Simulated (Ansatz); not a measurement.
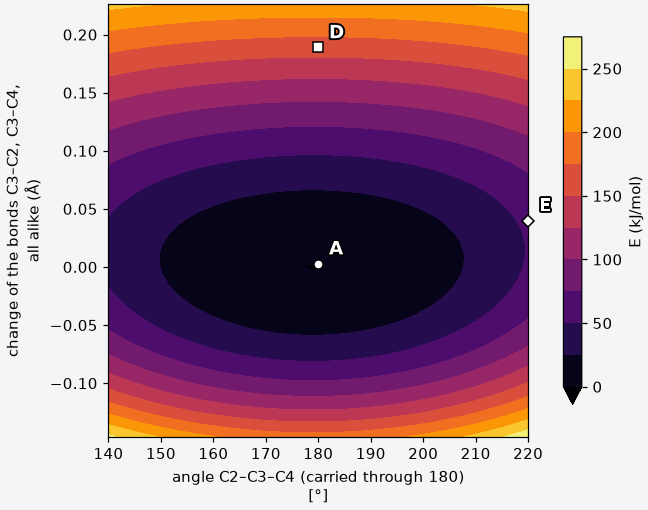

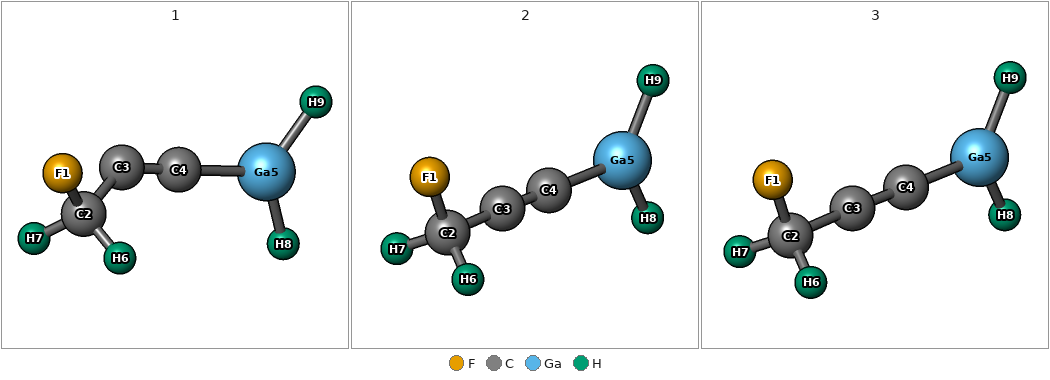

C₃H₄FGa, SMILES FCC#[C][GaH2]. 
- The first coordinate is: angle C2–C3–C4 (carried through 180); the second: change of the bonds C3–C2, C3–C4, all alike.
- Nothing is relaxed (all other coordinates rigid).
- Grid: 11 × 11 points.
- Points are written as (first, second).
- Energies are in kJ/mol, from the lowest grid point.
- Method: Ansatz, RKS B3LYP-D4/def2-TZVP.

The picture shows filled contours, lettered points. Between grid points the surface is interpolated. The numbered pictures are the structures at these points, in random order.

> Which structure belongs to which point?

A is structure 2: (180°, 0.003 Å), 0 kJ/mol; D is structure 3: (180°, 0.189 Å), 162 kJ/mol; E is structure 1: (220°, 0.040 Å), 55 kJ/mol.
